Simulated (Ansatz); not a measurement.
BF₂···HF (doublet)

Input file:

```
crystal:
  periodic: [false, false, false]
  atoms:
    - { symbol: B, position_ang: [0.0, 0.351218, -0.460349] }
    - { symbol: F, position_ang: [-1.3e-05, 0.57927, 2.046401] }
    - { symbol: F, position_ang: [1.146472, -0.304537, -0.413748] }
    - { symbol: F, position_ang: [-1.14648, -0.304526, -0.413766] }
    - { symbol: H, position_ang: [2.0e-05, -0.321426, 2.281463] }
magnetization:
  spin_polarized: true
  initial_magnetization: 1
basis:
  gaussian: { orbitals: def2-SVP }
hamiltonian:
  xc: pbe
relax:
  f_tol: 0.03
  max_steps: 50
output:
  orbitals: {}
```

Launched as:

```sh
ansatz run input.yaml --threads 1 --pin off --max-ram 2048MiB --backend cpu --events-out ev --progress --plain --runs-dir out
```

The fields are those of the run's last geometry, not of the input's.

All numbers below come from UKS PBE/def2-SVP in Ansatz 0.2.0.

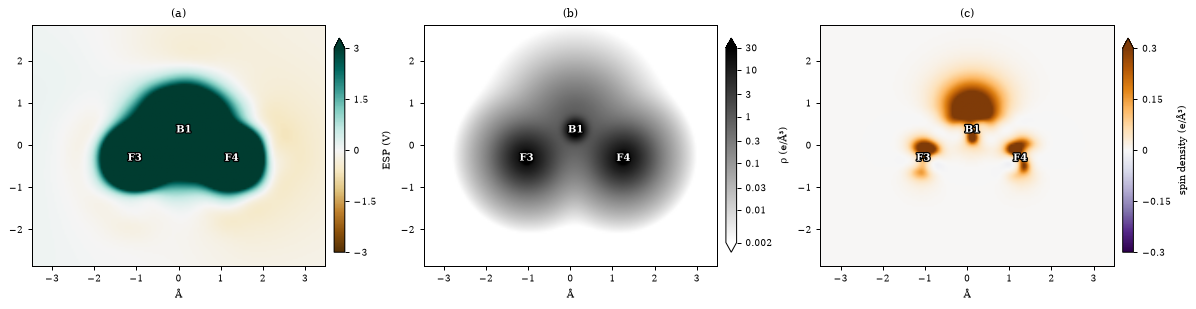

Figure 1. (a) electrostatic potential; (b) total electron density; (c) spin density (α minus β) on the plane of atoms F3, B1 and F4.

**What does the map show?**

Atoms in the plane: B and F.
B–F (1.32 Å): ρ is about 2.2 e/Å³ halfway.
The unpaired spin (1 electron) lies mostly on B1 (about 0.8), F3 (about 0.1) and F4 (about 0.1), in electrons by Hirshfeld's partition.
Outside the dense part of the complex the potential is most negative (−0.6 V) near F4.

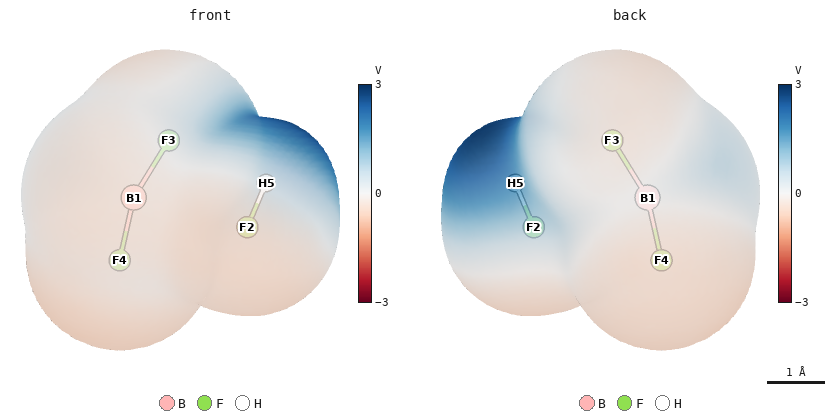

Figure 2. The molecular electrostatic potential painted on the density surface at 0.001 e/bohr³, seen from the front and from behind; the colour scale runs from red (negative) to blue (positive).

**Describe the electrostatic potential map.**

The most negative region (about −0.6 V) lies over F2 and F4, the most positive (about +2.9 V) over H5.

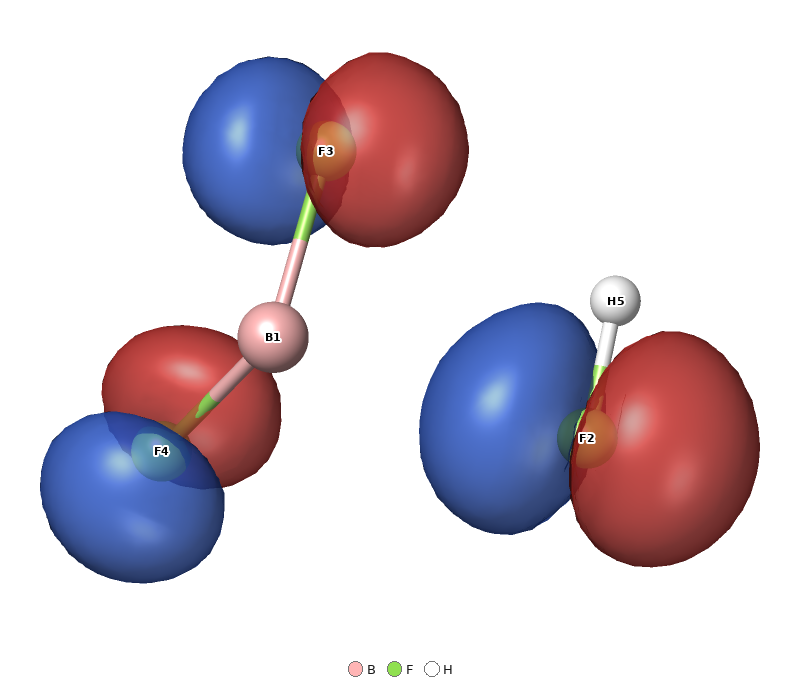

Figure 3. The HOMO−1 (β) at ±0.15 Å⁻³ᐟ² (blue and red are the two phases), seen at a tilt.

**Describe this orbital and give its energy.**

By Hirshfeld shares it lies mainly on F2 (about 50 %), F3 (about 25 %) and F4 (about 20 %); largely a combination of lone pairs on F2, F3 and F4. Its energy is −9.87 eV.
